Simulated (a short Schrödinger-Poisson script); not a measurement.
Structure: symmetric double-gate stack, SiO2 on p-type Ge(111), at 77 K.

```tsv
layer	material	thickness (nm)	Na (cm⁻³)
1	SiO2	3.5	-
2	Ge	20	5e15
3	SiO2	3.5	-
```

Constants are typed, rounded textbook-type inputs, not results; the design itself was drawn at random and stands for no fabricated device. SiO2: permittivity 3.9, conduction-band edge (eV) 3.1, gap (eV) 9, electron mass (mₑ) 0.5. Ge: permittivity 16, conduction-band edge (eV) 0, gap (eV) 0.664, Nv at 300 K (cm⁻³) 6e18.

Channel valleys (confinement mass, in-plane density-of-states mass, number): L1 1.59, 0.08, 1; L3 0.09, 0.34, 3. At the gates, both at one voltage, the conduction-band edge of layer 1 lies 3.12 eV − eVg above the Fermi level of the channel. Gaps are held at their typed values at every temperature. Mesh 0.03 nm at interfaces.

From a short Schrödinger-Poisson script (our own, NumPy): 1D Poisson equation in equilibrium, electrons quantum, Hartree (BenDaniel-Duke, 12 states a valley, the channel's in-plane mass for all, wave functions free to enter the dielectric), parabolic valleys, classical holes, full ionisation, no traps, pinning or gate leakage.

Only gate voltages with over 1e8 electrons/cm² are shown.

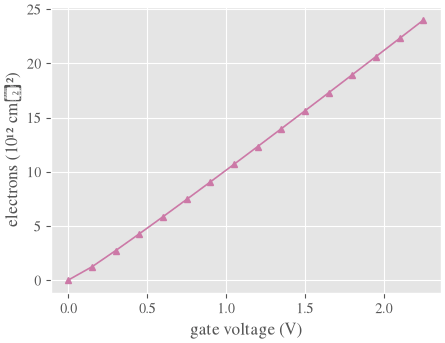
Figure. Sheet density against gate voltage

```tsv
Vg (V)	electrons (cm⁻²)	C (μF/cm²)	L1 E0 (meV)	L1 E1 (meV)	L3 E0 (meV)	L3 E1 (meV)
0	3.22e10	0.524	25.2	26.7	33.5	59.8
0.15	1.25e12	1.54	-4.8	-4.8	10.4	31.4
0.3	2.75e12	1.63	-18.7	-18.7	5.9	23.3
0.45	4.29e12	1.67	-30.4	-30.4	3.0	17.7
0.6	5.87e12	1.69	-41.1	-41.1	0.7	13.2
0.75	7.47e12	1.71	-51.0	-51.0	-1.2	9.4
0.9	9.08e12	1.73	-60.1	-60.1	-2.9	6.2
1.05	1.07e13	1.74	-68.8	-68.8	-4.5	3.4
1.2	1.23e13	1.75	-76.9	-76.9	-5.9	0.8
1.35	1.40e13	1.76	-84.7	-84.7	-7.3	-1.4
1.5	1.56e13	1.77	-92.1	-92.1	-8.6	-3.5
1.65	1.73e13	1.78	-99.2	-99.2	-10.0	-5.5
1.8	1.90e13	1.78	-106.1	-106.1	-11.3	-7.4
1.95	2.06e13	1.79	-112.7	-112.7	-12.6	-9.2
2.1	2.23e13	1.79	-119.1	-119.1	-13.9	-10.9
2.25	2.40e13	1.80	-125.4	-125.4	-15.3	-12.6
```

Subbands count from the Fermi level. The capacitance is that of both gates.

Only the L valleys are kept; under strong confinement the Δ valleys of Ge fill too.
